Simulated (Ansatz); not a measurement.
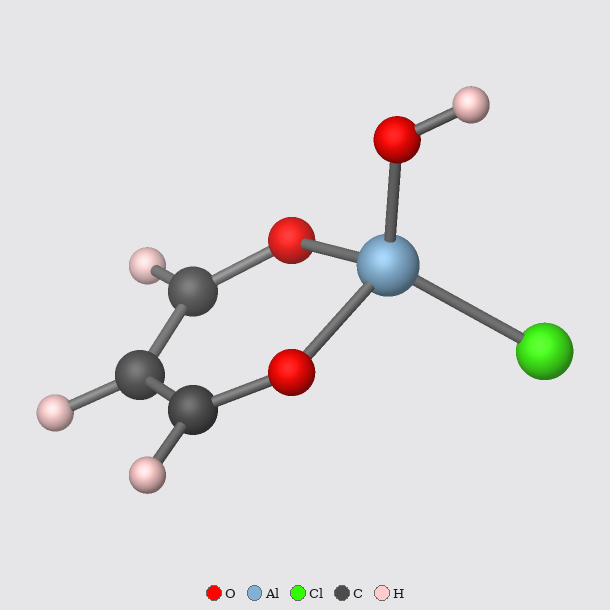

Rendered structure (ball-and-stick style). Every bond is drawn as one stick, whatever its order.

The computed structure is the end point of a PBE0-D4/def2-TZVP optimisation.

Identify the structure.

It has 12 atoms: 3 carbon, 4 hydrogen, 1 aluminium, 1 chlorine and 3 oxygen (C₃H₄AlClO₃). Its SMILES string is `[OH][Al@-]1([Cl])[O]C=CC=[O+]1`. Among its groups: alkene. The point group is Cs. Coordination, clear cases only: 3 O bent; 3 C trigonal planar.

The parts below concern this one geometry. Atoms keep their numbers from picture to picture.

### Shape

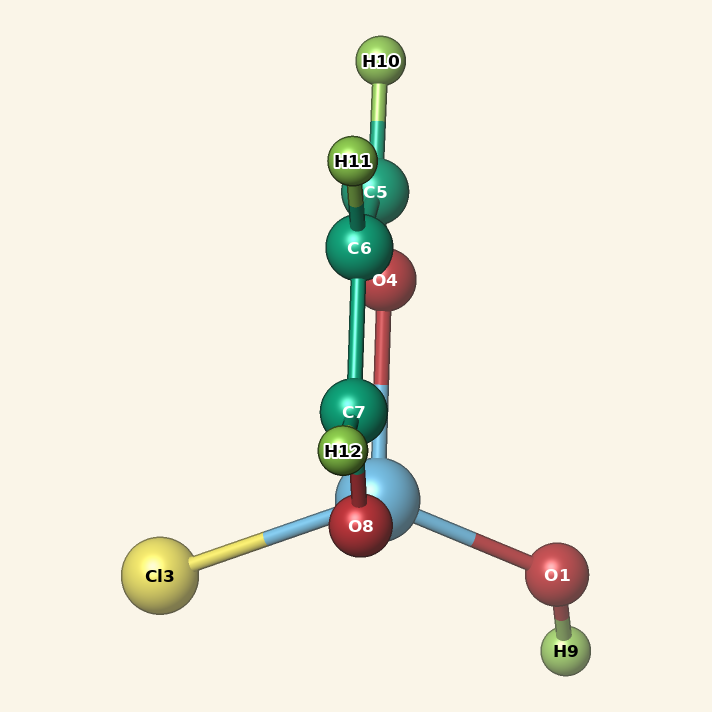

Al2 lies behind O8. The molecule seen nearly along the O8–Al2 bond, O8 in front. Distant atoms are faded towards the background colour.

**What is the torsion angle C7–O8–Al2–Cl3? The sign is positive where the front bond must turn clockwise to cover the back bond.**

−111°, anticlinal.

### Levels of theory compared

Program: Ansatz 0.2.0.

Compare HOMO energy (eV), HOMO–LUMO gap (eV), dipole (D) at these levels: B3LYP-D4/def2-TZVPP; PBE-D4/def2-TZVPP; r2SCAN-D4/def2-TZVPP; ωB97M-V/def2-TZVPP.

```json
{"level": "B3LYP-D4/def2-TZVPP", "HOMO energy (eV)": "−7.88", "HOMO–LUMO gap (eV)": "4.98", "dipole (D)": "4.46"}
{"level": "PBE-D4/def2-TZVPP", "HOMO energy (eV)": "−6.92", "HOMO–LUMO gap (eV)": "3.36", "dipole (D)": "4.14"}
{"level": "r2SCAN-D4/def2-TZVPP", "HOMO energy (eV)": "−7.19", "HOMO–LUMO gap (eV)": "3.74", "dipole (D)": "4.33"}
{"level": "ωB97M-V/def2-TZVPP", "HOMO energy (eV)": "−10.22", "HOMO–LUMO gap (eV)": "9.67", "dipole (D)": "4.50"}
```

### Charges

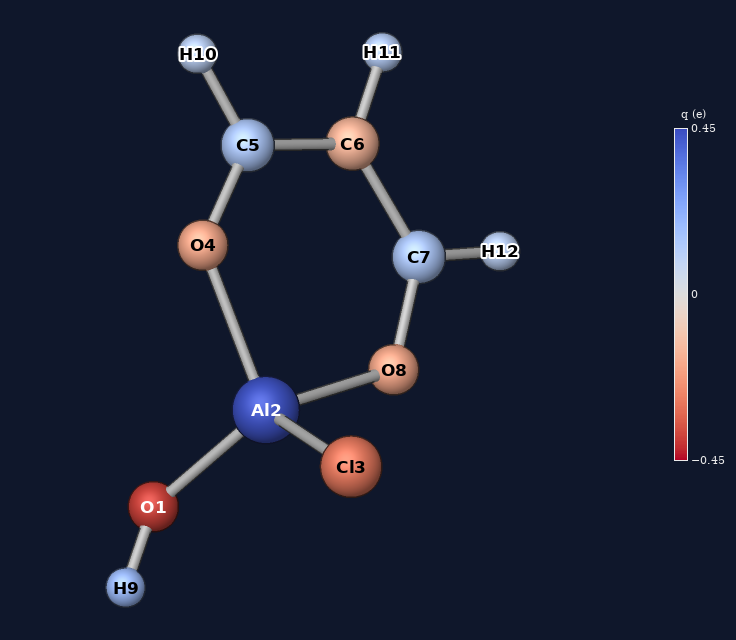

Atoms are coloured by their Mulliken charges. Method: RKS PBE-D4/def2-TZVPP (Ansatz 0.2.0).

**Which atom carries the highest charge (most positive or least negative)?**

Al2 (0.43 e).

**And the lowest?**

O1 (−0.39 e).

List the Mulliken charges.

| atom | value (e) |
| --- | --- |
| O1 | −0.39 |
| Al2 | 0.43 |
| Cl3 | −0.29 |
| O4 | −0.18 |
| C5 | 0.13 |
| C6 | −0.15 |
| C7 | 0.13 |
| O8 | −0.18 |
| H9 | 0.18 |
| H10 | 0.10 |
| H11 | 0.12 |
| H12 | 0.10 |

### Thermal motion

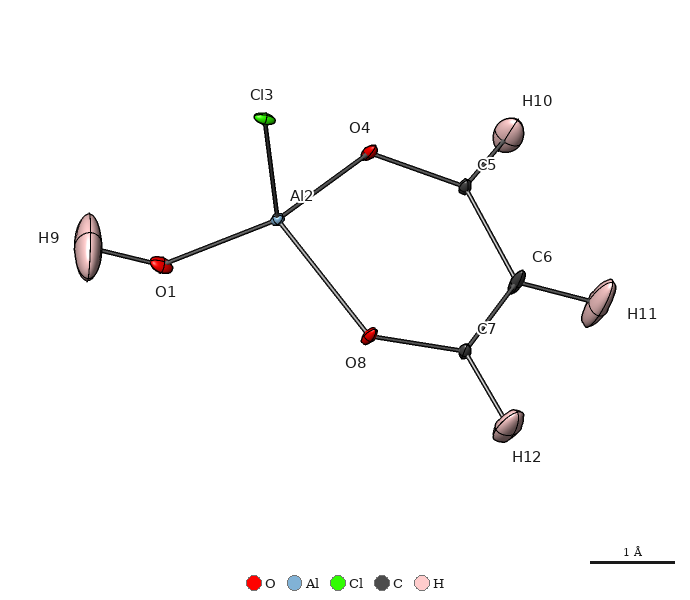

Displacement ellipsoids at the 50 % level, from the internal vibrations of the free molecule (harmonic, no overall translation or rotation; no half-axis is drawn under 0.075 Å). Vibrations computed with RKS PBE0-D4/def2-TZVP (Ansatz 0.2.0). Temperature: 100 K.

**Which atom has the largest mean-square displacement?**

H9, with U_eq = 0.0458 Å².

**Does H11 move more along its bond or across it?**

Across it: the root-mean-square amplitude is 0.084 Å along the bond and up to 0.297 Å across, since bending and torsion are softer than stretching.

Give the displacement parameters, one line for each set of equivalent atoms.

| atom | U_eq (Å²) | rms amplitudes (Å) |
| --- | --- | --- |
| O1 | 0.0059 | 0.050, 0.072, 0.100 |
| Al2 | 0.0021 | 0.032, 0.042, 0.059 |
| Cl3 | 0.0034 | 0.030, 0.040, 0.087 |
| O4, O8 | 0.0046 | 0.041, 0.047, 0.099 |
| C5, C7 | 0.0035 | 0.034, 0.042, 0.087 |
| C6 | 0.0091 | 0.030, 0.044, 0.156 |
| H9 | 0.0458 | 0.106, 0.198, 0.295 |
| H10, H12 | 0.0207 | 0.081, 0.116, 0.205 |
| H11 | 0.0364 | 0.082, 0.118, 0.297 |

Mulliken values depend strongly on the basis set and can even reverse the polarity of a bond.
